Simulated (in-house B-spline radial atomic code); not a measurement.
**Pt⁶⁷⁺: isotopes**

What do the measured radii and masses of the isotopes do to the energy of Pt⁶⁷⁺?

The numbers are computed with in-house B-spline radial atomic code version 1 (Dirac-Hartree-Fock, average of configuration, Fermi nucleus, basis-set limit), except any that are marked as measured or tabulated.

### Step 1. The system

```
element       : platinum (Z = 78)
charge        : +67
electrons     : 11
configuration : 1s2 2s2 2p6 3s1
Hamiltonian   : Dirac-Coulomb
nucleus       : Fermi, rms radius 5.373 fm
```

Settings, as recorded:

```ini
Z = 78
electrons = 11.0
configuration = 1s2 2s2 2p6 3s1
hamiltonian = dirac
method = hf
spin_polarised = False
nucleus = fermi
rms_radius = 5.3728
mass_number = 178
atomic_mass = 177.965649288
speed_of_light = 137.035999084
```

This reference run was done before. Its total energy is -12752.039278 hartree (electron-nucleus part -28650.6083, recoil term 0.02941613), and its levels are (the highest eight at most):

```
orbital  occupation  energy (eV)  <r> (bohr)
  1s1/2           2     -84992.6     0.01713
  2s1/2           2     -19713.6     0.07056
  2p1/2           2     -19181.1     0.05815
  2p3/2           4     -17390.6     0.06617
  3s1/2           1     -8114.55      0.1703
```

### Step 2. Mass number 193

Settings, as recorded:

```ini
Z = 78
electrons = 11.0
configuration = 1s2 2s2 2p6 3s1
hamiltonian = dirac
method = hf
spin_polarised = False
nucleus = fermi
rms_radius = 5.4191
mass_number = 193
atomic_mass = 192.962984546
speed_of_light = 137.035999084
```

From the run's result record (rounded, not every field):

```text
{
  "status": "converged",
  "scf [iteration, energy, orbital gradient]": [
    [1, -12723.8943583, 10.8],
    [2, -12751.9563203, 0.384],
    [3, -12751.9795048, 0.186],
    [4, -12751.9849269, 0.0904],
    [5, -12751.9865795, 0.00271],
    [6, -12751.9865813, 5.34e-06],
    [7, -12751.9865813, 5.83e-08]
  ],
  "energy [hartree]": {"total": -12751.9865813, "kinetic": 15106.3169943, "nuclear": -28650.224225, "coulomb": 939.169545716, "exact_exchange": -147.24889634},
  "breit [hartree]": {"gaunt": 17.243, "retardation": -1.493678, "frequency_dependence": -0.3506459},
  "qed [hartree]": {"self_energy": 16.67607, "uehling": -3.368407, "wichmann_kroll": 0.1444537},
  "recoil [hartree]": 0.02712971,
  "total_with_corrections [hartree]": -12723.1086577,
  "orbitals [hartree, bohr; first row names the columns]": [
    ["name", "occ", "eps", "<r>"],
    ["1s1/2", 2.0, -3123.3997871, 0.017134],
    ["2s1/2", 2.0, -724.45648326, 0.070556],
    ["2p1/2", 2.0, -704.89268433, 0.058155],
    ["2p3/2", 4.0, -639.09115837, 0.066169],
    ["3s1/2", 1.0, -298.20338915, 0.17027]
  ],
  "sum_r [bohr^k]": {"-1": 367.3515, "1": 0.7266292, "2": 0.07549153},
  "energy_minus_base [hartree]": 0.052696271,
  "energy_minus_base_with_corrections [hartree]": 0.05083113
}
```

Wall time 0.25 s (1 thread, shared host).

energy_minus_base is the energy less that of the reference run.

### Step 3. Mass number 194

Settings, as recorded:

```ini
Z = 78
electrons = 11.0
configuration = 1s2 2s2 2p6 3s1
hamiltonian = dirac
method = hf
spin_polarised = False
nucleus = fermi
rms_radius = 5.4236
mass_number = 194
atomic_mass = 193.962683498
speed_of_light = 137.035999084
```

Results of the run:

```text
{
  "status": "converged",
  "scf [iteration, energy, orbital gradient]": [
    [1, -12723.8892955, 10.8],
    [2, -12751.9511839, 0.384],
    [3, -12751.9743683, 0.186],
    [4, -12751.9797904, 0.0904],
    [5, -12751.981443, 0.00271],
    [6, -12751.9814448, 5.34e-06],
    [7, -12751.9814448, 5.88e-08]
  ],
  "energy [hartree]": {"total": -12751.9814448, "kinetic": 15106.2848936, "nuclear": -28650.1868122, "coulomb": 939.169308544, "exact_exchange": -147.24883473},
  "breit [hartree]": {"gaunt": 17.24298, "retardation": -1.493678, "frequency_dependence": -0.3506457},
  "qed [hartree]": {"self_energy": 16.67607, "uehling": -3.368344, "wichmann_kroll": 0.1444527},
  "recoil [hartree]": 0.02698987,
  "total_with_corrections [hartree]": -12723.1036201,
  "orbitals [hartree, bohr; first row names the columns]": [
    ["name", "occ", "eps", "<r>"],
    ["1s1/2", 2.0, -3123.3976641, 0.017134],
    ["2s1/2", 2.0, -724.45615945, 0.070556],
    ["2p1/2", 2.0, -704.89267448, 0.058155],
    ["2p3/2", 4.0, -639.09116864, 0.066169],
    ["3s1/2", 1.0, -298.20330042, 0.17027]
  ],
  "sum_r [bohr^k]": {"-1": 367.3511, "1": 0.7266293, "2": 0.07549156},
  "energy_minus_base [hartree]": 0.0578327763,
  "energy_minus_base_with_corrections [hartree]": 0.055868737
}
```

Run time: 0.25 s. Hardware: 1 thread, shared host.

### Step 4. Mass number 195

Settings, as recorded:

```ini
Z = 78
electrons = 11.0
configuration = 1s2 2s2 2p6 3s1
hamiltonian = dirac
method = hf
spin_polarised = False
nucleus = fermi
rms_radius = 5.427
mass_number = 195
atomic_mass = 194.964794325
speed_of_light = 137.035999084
```

Results of the run:

```text
{
  "status": "converged",
  "scf [iteration, energy, orbital gradient]": [
    [1, -12723.8854362, 10.8],
    [2, -12751.9473012, 0.384],
    [3, -12751.9704857, 0.186],
    [4, -12751.9759077, 0.0903],
    [5, -12751.9775603, 0.00271],
    [6, -12751.9775621, 5.33e-06],
    [7, -12751.9775621, 5.83e-08]
  ],
  "energy [hartree]": {"total": -12751.9775621, "kinetic": 15106.2606313, "nuclear": -28650.1585346, "coulomb": 939.16912927, "exact_exchange": -147.248788161},
  "breit [hartree]": {"gaunt": 17.24296, "retardation": -1.493678, "frequency_dependence": -0.3506455},
  "qed [hartree]": {"self_energy": 16.67607, "uehling": -3.368296, "wichmann_kroll": 0.1444519},
  "recoil [hartree]": 0.02685113,
  "total_with_corrections [hartree]": -12723.0998453,
  "orbitals [hartree, bohr; first row names the columns]": [
    ["name", "occ", "eps", "<r>"],
    ["1s1/2", 2.0, -3123.3960593, 0.017134],
    ["2s1/2", 2.0, -724.45591468, 0.070556],
    ["2p1/2", 2.0, -704.89266703, 0.058155],
    ["2p3/2", 4.0, -639.0911764, 0.066169],
    ["3s1/2", 1.0, -298.20323335, 0.17027]
  ],
  "sum_r [bohr^k]": {"-1": 367.3508, "1": 0.7266294, "2": 0.07549159},
  "energy_minus_base [hartree]": 0.0617154323,
  "energy_minus_base_with_corrections [hartree]": 0.05964359
}
```

It took 0.25 s on 1 thread, shared host.

### Step 5. Mass number 196

Settings, as recorded:

```ini
Z = 78
electrons = 11.0
configuration = 1s2 2s2 2p6 3s1
hamiltonian = dirac
method = hf
spin_polarised = False
nucleus = fermi
rms_radius = 5.4307
mass_number = 196
atomic_mass = 195.964954648
speed_of_light = 137.035999084
```

Results of the run:

```text
{
  "status": "converged",
  "scf [iteration, energy, orbital gradient]": [
    [1, -12723.8812029, 10.8],
    [2, -12751.9430743, 0.384],
    [3, -12751.9662587, 0.186],
    [4, -12751.9716808, 0.0903],
    [5, -12751.9733334, 0.00271],
    [6, -12751.9733352, 5.33e-06],
    [7, -12751.9733352, 5.81e-08]
  ],
  "energy [hartree]": {"total": -12751.9733352, "kinetic": 15106.2342198, "nuclear": -28650.1277516, "coulomb": 939.168934095, "exact_exchange": -147.248737462},
  "breit [hartree]": {"gaunt": 17.24295, "retardation": -1.493678, "frequency_dependence": -0.3506453},
  "qed [hartree]": {"self_energy": 16.67607, "uehling": -3.368244, "wichmann_kroll": 0.1444511},
  "recoil [hartree]": 0.02671408,
  "total_with_corrections [hartree]": -12723.0957217,
  "orbitals [hartree, bohr; first row names the columns]": [
    ["name", "occ", "eps", "<r>"],
    ["1s1/2", 2.0, -3123.3943123, 0.017134],
    ["2s1/2", 2.0, -724.45564821, 0.070556],
    ["2p1/2", 2.0, -704.89265892, 0.058155],
    ["2p3/2", 4.0, -639.09118486, 0.066169],
    ["3s1/2", 1.0, -298.20316034, 0.17027]
  ],
  "sum_r [bohr^k]": {"-1": 367.3504, "1": 0.7266295, "2": 0.07549161},
  "energy_minus_base [hartree]": 0.0659423778,
  "energy_minus_base_with_corrections [hartree]": 0.063767147
}
```

Wall time 0.25 s (1 thread, shared host).

### Step 6. Mass number 198

Settings, as recorded:

```ini
Z = 78
electrons = 11.0
configuration = 1s2 2s2 2p6 3s1
hamiltonian = dirac
method = hf
spin_polarised = False
nucleus = fermi
rms_radius = 5.4383
mass_number = 198
atomic_mass = 197.967896718
speed_of_light = 137.035999084
```

Results of the run:

```text
{
  "status": "converged",
  "scf [iteration, energy, orbital gradient]": [
    [1, -12723.8723982, 10.8],
    [2, -12751.9343862, 0.384],
    [3, -12751.9575708, 0.186],
    [4, -12751.9629928, 0.0903],
    [5, -12751.9646454, 0.00271],
    [6, -12751.9646473, 5.33e-06],
    [7, -12751.9646473, 5.87e-08]
  ],
  "energy [hartree]": {"total": -12751.9646473, "kinetic": 15106.1799421, "nuclear": -28650.0644891, "coulomb": 939.168532947, "exact_exchange": -147.248633257},
  "breit [hartree]": {"gaunt": 17.24292, "retardation": -1.493678, "frequency_dependence": -0.3506449},
  "qed [hartree]": {"self_energy": 16.67606, "uehling": -3.368137, "wichmann_kroll": 0.1444495},
  "recoil [hartree]": 0.02644377,
  "total_with_corrections [hartree]": -12723.0872349,
  "orbitals [hartree, bohr; first row names the columns]": [
    ["name", "occ", "eps", "<r>"],
    ["1s1/2", 2.0, -3123.3907214, 0.017134],
    ["2s1/2", 2.0, -724.45510052, 0.070556],
    ["2p1/2", 2.0, -704.89264226, 0.058155],
    ["2p3/2", 4.0, -639.09120223, 0.066169],
    ["3s1/2", 1.0, -298.20301026, 0.17027]
  ],
  "sum_r [bohr^k]": {"-1": 367.3497, "1": 0.7266298, "2": 0.07549167},
  "energy_minus_base [hartree]": 0.0746303147,
  "energy_minus_base_with_corrections [hartree]": 0.07225393
}
```

It took 0.26 s on 1 thread, shared host.

### Step 7. Results

All values are changes from the reference run; energy changes under 3e-04 eV count as noise.

| change | rms radius (fm) | δ<r²> (fm²) | Δ total energy (eV) | Δ recoil term, not in the total or the levels (eV) | Δ 1s1/2 level (eV) | Δ 3s1/2 level (eV) |
| --- | --- | --- | --- | --- | --- | --- |
| mass number 193 | 5.4191 | +0.500 | +1.434 | -0.06222 | +0.5927 | +0.02477 |
| mass number 194 | 5.4236 | +0.548 | +1.574 | -0.06602 | +0.6504 | +0.02718 |
| mass number 195 | 5.4270 | +0.585 | +1.679 | -0.0698 | +0.6941 | +0.02901 |
| mass number 196 | 5.4307 | +0.626 | +1.794 | -0.07353 | +0.7416 | +0.031 |
| mass number 198 | 5.4383 | +0.708 | +2.031 | -0.08088 | +0.8394 | +0.03508 |

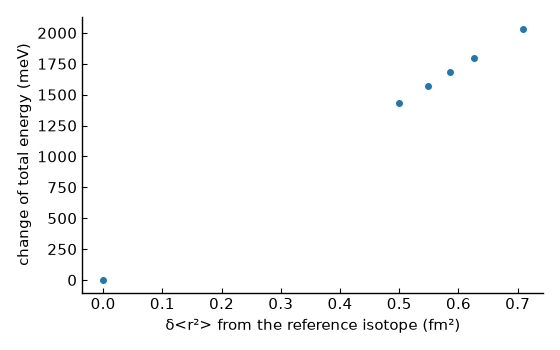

Field shift of the total energy against the change of the mean square nuclear radius.

The total energy moves by 2868 meV for each fm² of δ<r²> (from mass number 198): a larger nucleus binds the s electrons less. For that pair the recoil (mass) term changes by 0.081 eV against 2.0 eV from size, so size rules the shift. The recoil term is approximate.
